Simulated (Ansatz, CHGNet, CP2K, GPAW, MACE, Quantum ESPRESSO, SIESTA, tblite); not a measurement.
# How far do other methods lie from plane waves? Random packing of 91Li3PO4-9P3N5 (mol %) (88 atoms)

Aim: forces, pressure of random packing of 91Li3PO4-9P3N5 (mol %) (88 atoms) at one geometry, from other programs and methods, against plane-wave PBE.

Results are calculated, not measured.

## Step 1: The structure

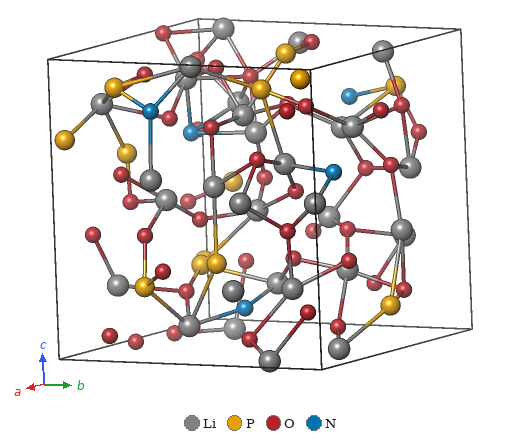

The cell (lithium grey, phosphorus orange, oxygen red, nitrogen blue). Bonds to atoms that aren't drawn are left out. Some periodic images of atoms are drawn too.

The cell holds 88 atoms (30 Li, 13 P, 40 O and 5 N), with edges of 9.86, 9.86 and 9.86 Å. Recipe: 88 atoms (30 Li, 13 P, 40 O, 5 N) packed at random in a cube at 2.29 g/cm³ and pushed apart as soft spheres, cations and anions kept from their own kind; a start for melting by ab initio MD, not an equilibrated structure. Then every atom was moved at random, 0.05 Å r.m.s. a Cartesian component. The density is 2.29 g/cm³.

## Step 2: The reference input

Quantum ESPRESSO 7.5: Kohn-Sham DFT, PBE, SSSP efficiency 1.3.0 pseudopotentials, plane waves. Its input, pw.in:

```
&control
  calculation = 'scf'
  pseudo_dir = './pseudo'
  outdir = './tmp'
  disk_io = 'none'
  tprnfor = .true.
  tstress = .true.
/
&system
  ibrav = 0
  nat = 88
  ntyp = 4
  ecutwfc = 60
  ecutrho = 480
  nosym = .true.
  occupations = 'smearing'
  smearing = 'fd'
  degauss = 0.003675
/
&electrons
  conv_thr = 4.4e-07
  electron_maxstep = 100
  mixing_beta = 0.4
  mixing_mode = 'plain'
  diagonalization = 'david'
/
ATOMIC_SPECIES
Li 6.940 Li.upf
P 30.974 P.upf
O 15.999 O.upf
N 14.007 N.upf
CELL_PARAMETERS angstrom
9.86300 0.00000 0.00000
0.00000 9.86300 0.00000
0.00000 0.00000 9.86300
ATOMIC_POSITIONS crystal
Li 0.95642 0.68802 0.53714
Li 0.71982 0.90699 0.02866
Li 0.60699 0.66033 0.62101
Li 0.45255 0.83566 0.73053
[... 82 atom lines left out ...]
N 0.66524 0.88016 0.60932
N 0.54687 0.45371 0.12541
K_POINTS gamma
```

```console
$ OMP_NUM_THREADS=1 mpirun -np 4 pw.x -in pw.in > output.txt
```

It took 8.3 min on 4 MPI ranks of Arm Neoverse V2, shared host; peak memory 2.7 GiB.

It converged with an r.m.s. force component of 1.5 eV/Å and a pressure of -3.6 GPa.

## Step 3: What was run beside it

- CHGNet: machine-learned potential, published weights.
- CP2K 2026.2: Gaussian basis with GTH pseudopotentials and a plane-wave density; labels give functional, basis (MOLOPT sets; SR short-range, UZH the newer set with its own potentials), grid cutoff/relative cutoff and solver (OT: orbital transformation; TRS4, TC2, SIGN: linear-scaling purification with its sparsity filter), or its built-in tight binding.
- GPAW 26.7.0: PAW with atomic orbitals (LCAO), plane waves or a real-space grid of spacing h.
- MACE: machine-learned potential, published weights.
- SIESTA 5.4.2: numerical atomic orbitals, whose automatically made sets are far from complete, with PseudoDojo norm-conserving potentials that we converted to its format (checked against plane waves on the same files for H, C, O, Si, Ge and Ca alone); labels give functional, basis size, energy shift and mesh cutoff.
- tblite 0.8.0: extended tight binding, driven from Python.

All use the same cell and atoms, and the electronic-structure runs the same k-mesh.

## Step 4: All runs compared

Differences are against the reference: forces as r.m.s. over components, share as that over the reference's r.m.s. force, slope as the fitted ratio of a run's forces to the reference's.

```
                                                          run  Δ force, r.m.s. (meV/Å)  share (%)  slope  Δ pressure (GPa)  cores  CPU time  memory (GiB)
                                                    reference                        -          -      -                 -      4    33 min           2.7
                                      CHGNet r2SCAN potential                      659       45.2  1.156             -1.99      1     5.1 s           1.6
CP2K PBE, DZVP-MOLOPT-SR, 280/50 Ry, diagonalisation (coarse)                      105       7.19  1.000              1.36      2    23 min          0.99
         CP2K PBE, DZVP-MOLOPT-SR, 800/50 Ry, diagonalisation                     49.4       3.39  1.000             0.961      4    35 min           5.2
 CP2K PBE, SZV-MOLOPT-SR, 800/50 Ry, diagonalisation (coarse)                     1817        125  0.329              22.8      2    14 min             4
                                 GPAW PBE, LCAO dzp, h 0.18 Å                      299       20.5  0.910                 -      1   8.1 min           1.5
                    GPAW PBE, LCAO sz(dzp), h 0.18 Å (coarse)                     1902        131  0.288                 -      1     2 min           1.1
                                  MACE MP-0b2 small potential                      489       33.6  1.019              2.29      1     7.2 s          0.67
                                  MACE MPA-0 medium potential                      358       24.6  0.989              1.19      1     9.2 s           1.2
                  SIESTA PBE, DZP, shift 0.01 Ry, mesh 500 Ry                      411       28.2  0.858              1.70      2    20 min           2.5
          SIESTA PBE, SZ, shift 0.01 Ry, mesh 500 Ry (coarse)                     1912        131  0.298              13.4      1   4.2 min          0.93
          SIESTA PBE, SZ, shift 0.02 Ry, mesh 500 Ry (coarse)                     1759        121  0.355              6.34      1   3.7 min          0.81
                                              tblite GFN1-xTB                      654       44.9  1.062             -5.38      1     6.1 s          0.12
```

Rows marked coarse were listed beforehand as settings not expected to be converged; some can still land near the reference.

Times of the machine-learned potentials are mostly Python's start and the loading of weights.

Runs without a result: CP2K GFN1-xTB, diagonalisation (not converged).

At other geometries of this session 3 more runs gave no result.

CPU time is summed over cores on shared hosts, so it is rough.

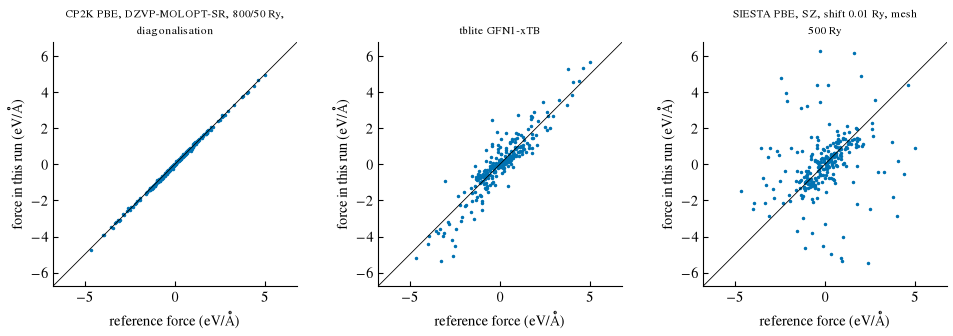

Force components against those of the reference; the line marks equality.

## Step 5: Findings

Forces lie from 3.4 % (CP2K PBE, DZVP-MOLOPT-SR, 800/50 Ry, diagonalisation) to 131 % (SIESTA PBE, SZ, shift 0.01 Ry, mesh 500 Ry, coarse) of the reference's r.m.s. force of 1.5 eV/Å away from it. The PBE runs in local orbitals, coarse settings apart, differ by 3.4 % (CP2K PBE, DZVP-MOLOPT-SR, 800/50 Ry, diagonalisation) to 28 % (SIESTA PBE, DZP, shift 0.01 Ry, mesh 500 Ry); basis, grid and potentials can all enter. Tight binding differs by 45 % (tblite GFN1-xTB); it is another model, with fitted parameters of its own, and the xTB methods hold dispersion. Machine-learned potentials differ by 25 % (MACE MPA-0 medium potential) to 45 % (CHGNet r2SCAN potential); they were trained on other programs' data, some at another functional.

Runs with settings chosen to be coarse differ by 7.2 % (CP2K PBE, DZVP-MOLOPT-SR, 280/50 Ry, diagonalisation) to 131 % (SIESTA PBE, SZ, shift 0.01 Ry, mesh 500 Ry), their programs' other errors included. SIESTA PBE, DZP, shift 0.01 Ry, mesh 500 Ry softens the forces by a factor of 0.86 while following their directions (correlation 0.962). From CP2K PBE, DZVP-MOLOPT-SR, 280/50 Ry, diagonalisation to the finer CP2K PBE, DZVP-MOLOPT-SR, 800/50 Ry, diagonalisation the share falls from 7.2 to 3.4 %. Pressures at PBE, coarse settings apart, lie +0.96 to +1.70 GPa from the reference's.

**Limits.** Periodic xTB results under one method name differ between programs and library versions. The potentials hold different valence shells: 420 electrons in the reference, 360 in GPAW; this bears on time and differences. The reference's pressure holds the uncorrected Pulay stress of its 60 Ry basis, so small pressure differences may be the reference's own error. Machine-learned potentials mimic data converged in k, so the reference's own k-point error enters their differences. The electronic-structure runs sample only Γ, in a cell whose shortest periodic width is 10 Å, which is coarse for a cell with partly filled levels. The reference's pressure of -3.6 GPa reflects the volume that the recipe set, positions that aren't this level's minimum and the basis. CP2K warns in some runs that its smearing reaches the highest orbitals computed, so too few empty orbitals were added. The reference has no spin polarisation, so local moments can't form. Where levels are smeared, the DFT runs use Fermi–Dirac occupations at 580 K (0.05 eV), and energies are free energies. The atoms were displaced at random, and shares hang on the size of the forces that this gives. The reference's cutoffs and mesh weren't converged further here.

[Logs are printed without paths, hosts, clocks, repeated set-up lines and the standing remarks that a program may print on its own settings, such as how far it seeks lower states.]

[Hosts, paths, dates, database ids (printed as entryN), source tags and the programs' standing remarks are cut or masked in the printed files.]

[Cells were taken only where this reference lay near another plane-wave run.]
